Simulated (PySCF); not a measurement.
**C₂H₆GeN, doublet, SMILES `C/N=[CH]\[GeH2]`: what the electrons do**

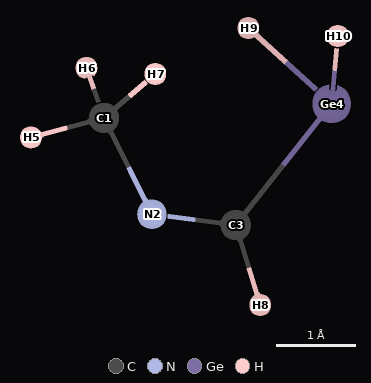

The molecule, with its atoms numbered as below. No frequency check shows the geometry to be a minimum.

Coordinates in Å:

```
C1      -2.1671    0.7630    0.0012
N2      -1.7772   -0.6061    0.0005
C3      -0.6227   -1.0571   -0.0009
Ge4      1.0939    0.0801   -0.0000
H5      -3.2566    0.7976   -0.0029
H6      -1.7821    1.2810   -0.8887
H7      -1.7891    1.2775    0.8789
H8      -0.5162   -2.1360   -0.0016
H9       0.7643    1.1146   -1.1433
H10      0.7552    1.1101    1.1530
```

### 1. Bonding charge

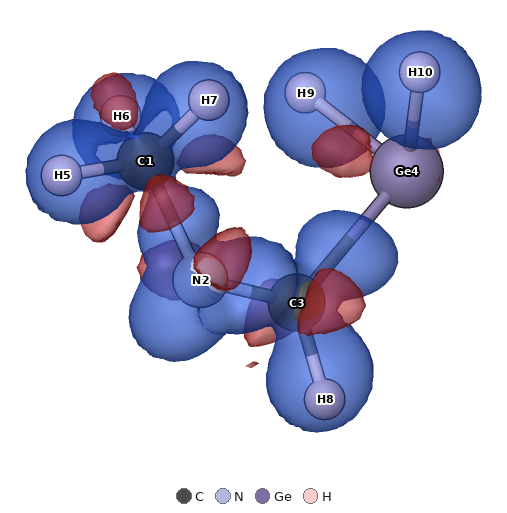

Deformation density (molecule less spherical, spin-averaged free atoms at the same positions), surfaces at ±0.08 e/Å³; blue: gain, red: loss.

Level of theory: M06-2X/def2-TZVP (PySCF), at a geometry from GFN2-xTB. The stability of the open-shell solution wasn't checked. GFN2-xTB doesn't know the spin state, so this open-shell geometry is rough.

**How much density has each bond gained at its critical point, relative to the free atoms?**

C3–H8: +0.80 e/Å³ at the bond critical point (bond length 1.08 Å, Mayer order 0.9). C1–H5: +0.77 e/Å³ at the bond critical point (bond length 1.09 Å, Mayer order 1.0). C1–H7: +0.75 e/Å³ at the bond critical point (bond length 1.08 Å, Mayer order 1.0). C1–H6: +0.72 e/Å³ at the bond critical point (bond length 1.10 Å, Mayer order 1.0). N2–C3: +0.69 e/Å³ at the bond critical point (bond length 1.24 Å, Mayer order 2.0). C1–N2: +0.33 e/Å³ at the bond critical point (bond length 1.42 Å, Mayer order 0.9). Ge4–H9 and Ge4–H10: +0.22 e/Å³ at the bond critical point (bond length 1.58 Å, Mayer order 1.0). C3–Ge4: +0.17 e/Å³ at the bond critical point (bond length 2.06 Å, Mayer order 0.9). In all, 2.3 electrons gather in the regions of gain relative to the promolecule.

### 2. Bond critical points

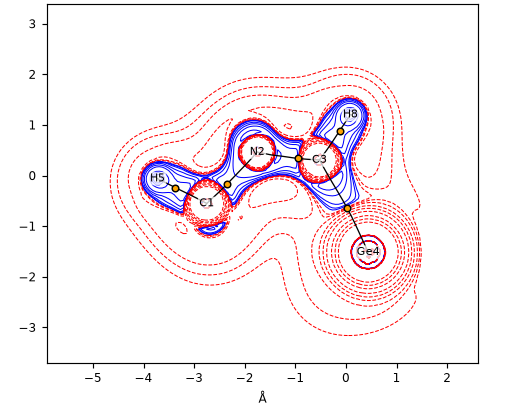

Negative Laplacian of the density (−∇²ρ) in the plane of C1, N2, C3, Ge4, H5 and H8 (solid blue lines positive, dashed red lines negative, contours at ±0.02 to ±8 a.u.), with bond paths and bond critical points (dots).

**Sort the bonds in the plane by the sign of ∇²ρ at their critical points.**

Concentrated (∇²ρ < 0): N2–C3 (−0.61 a.u.); C3–H8 (−1.04 a.u.); C1–H5 (−1.00 a.u.); C1–N2 (−0.77 a.u.). Depleted (∇²ρ > 0): C3–Ge4 (+0.06 a.u., H = −0.047).

**Where along N2–C3 does the critical point lie?**

0.82 Å from N2 and 0.42 Å from C3.

### 3. Electrostatic potential

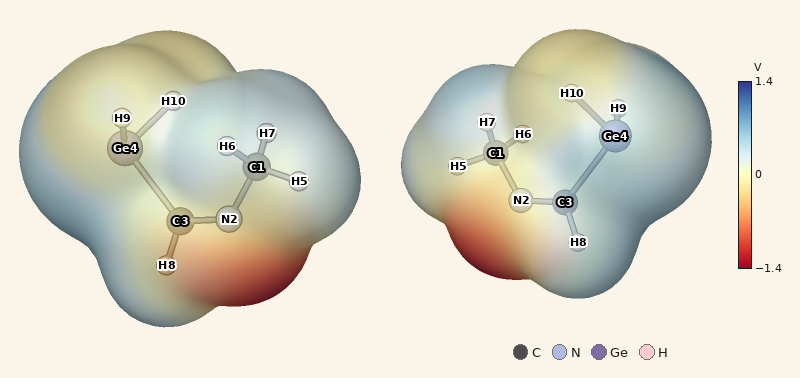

Electrostatic potential on the surface of electron density 0.001 a.u. (back view left, front view right).

**Where are the extremes of the potential on the surface?**

Highest: 0.70 V, off the C3–Ge4 bond (2.2 to 2.4 Å from its atoms), and at like points elsewhere. Further maxima include 0.52 V, 1.4 Å from H6, and at like points elsewhere. Lowest: −1.31 V, 2.0 Å from N2. Further minima include −0.17 V, 1.7 Å from H10; −0.17 V, 1.6 Å from H10, and at like points elsewhere. The surface is sampled at points, so like sites can differ by a few per cent and only the strongest of them is named.

### 4. Spin density

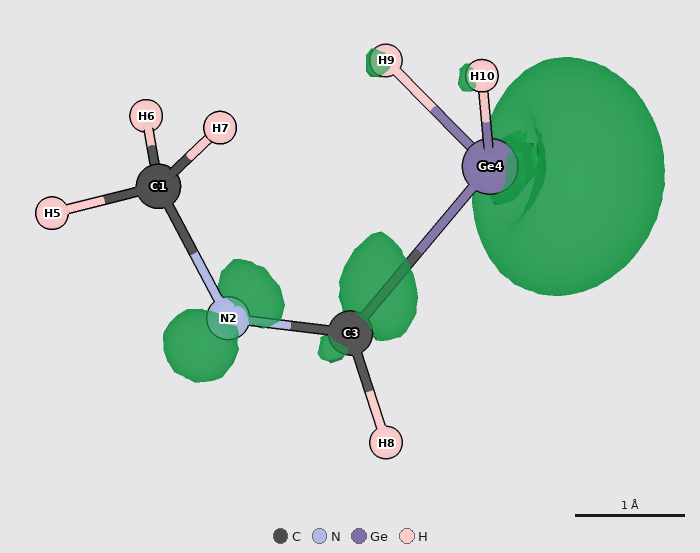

Spin density ρα − ρβ at ±0.05 e/Å³ (green: excess α, purple: excess β).

**Give the atomic spin populations that go with this picture.**

Hirshfeld spin populations: Ge4 +0.75, C3 +0.07, N2 +0.07 and H9 and H10 +0.04. ⟨S²⟩ = 0.75, as for a pure state.

### 5. In an electric field

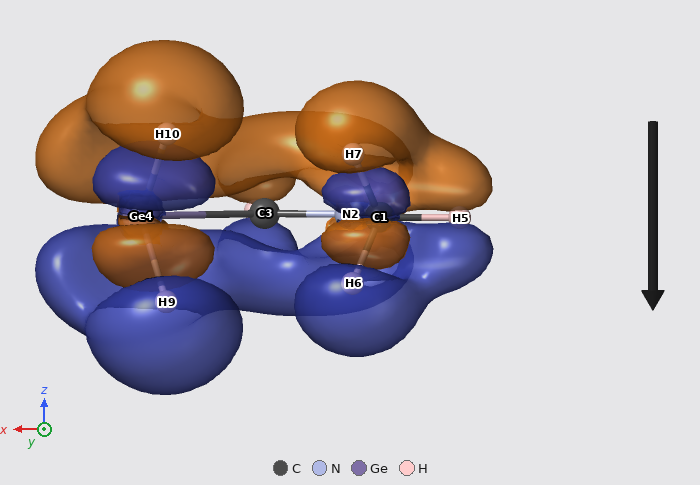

Change of the electron density in a uniform field of 0.10 V/Å along −z (arrow), surfaces at ±0.0005 e/Å³ (orange: gain, blue: loss).

Computed with PySCF, M06-2X/def2-SVPD, geometry: GFN2-xTB. The stability of the open-shell solution wasn't checked. GFN2-xTB doesn't know the spin state, so this open-shell geometry is rough.

The field was applied in both directions; the picture shows the one opposite to the script's first.

**How large is the response?**

The induced dipole is 0.28 D (along the field); α along this axis, from the fields in both directions, is 55 bohr³ (8.2 Å³).

### 6. Removing or adding an electron

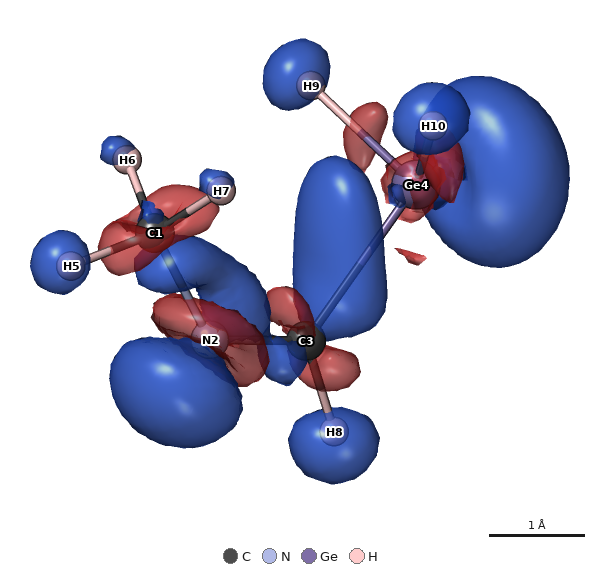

Fukui function f⁻ = ρ(N) − ρ(N−1) at fixed geometry, surfaces at ±0.03 e/Å³ (blue positive, red negative).

Level of theory: B3LYP/def2-SVPD (PySCF), at a geometry from GFN2-xTB. GFN2-xTB doesn't know the spin state, so this open-shell geometry is rough.

**Which atoms respond most to the removal of an electron?**

f⁻ (Hirshfeld-condensed) is largest on Ge4 (0.40); the vertical ionisation energy is 8.51 eV (to the singlet cation, which needn't be its lowest state). Condensed values hint at sites of electrophilic attack but needn't mark the atom that reacts. Orbital relaxation makes it negative in places (0.17 e in all).

| atom | f⁻ | charge |
| --- | --- | --- |
| C1 | +0.04 | −0.05 |
| N2 | +0.16 | −0.10 |
| C3 | +0.09 | −0.01 |
| Ge4 | +0.40 | +0.19 |
| H5 | +0.04 | +0.04 |
| H6 | +0.03 | +0.04 |
| H7 | +0.03 | +0.04 |
| H8 | +0.06 | +0.04 |
| H9 | +0.07 | −0.10 |
| H10 | +0.07 | −0.10 |

The PySCF runs shown took 84 s, 2.2 min and 70 s on 1 thread of Intel(R) Xeon(R) Platinum 8259CL CPU @ 2.50GHz (Skylake/Cascade Lake), with other jobs on the host.
